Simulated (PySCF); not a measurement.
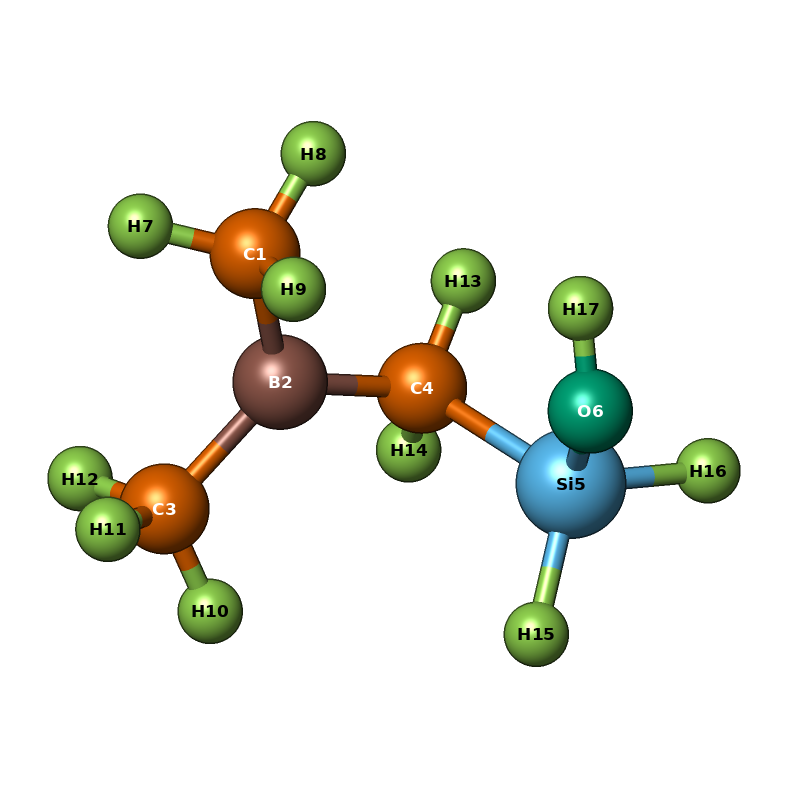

Every bond is drawn as one stick. The computed structure is the end point of a GFN2-xTB optimisation. No frequency run is at hand to confirm it as a minimum. Level of theory: PBE0/pcSseg-1 (PySCF 2.14.0).

List the Mayer bond orders of C1–B2, B2–C3, B2–C4, C4–Si5, Si5–O6 (bonds between heavy atoms, one of each equivalent set).

| bond | Mayer order | length (Å) |
| --- | --- | --- |
| C1–B2 | 1.05 | 1.583 |
| B2–C3 | 1.06 | 1.580 |
| B2–C4 | 1.04 | 1.558 |
| C4–Si5 | 0.87 | 1.915 |
| Si5–O6 | 1.00 | 1.627 |

The geometry is semi-empirical. Around B, Si such bond lengths and angles can be off by a tenth of an ångström or more and by several degrees, and values that hang on the shape move with them.
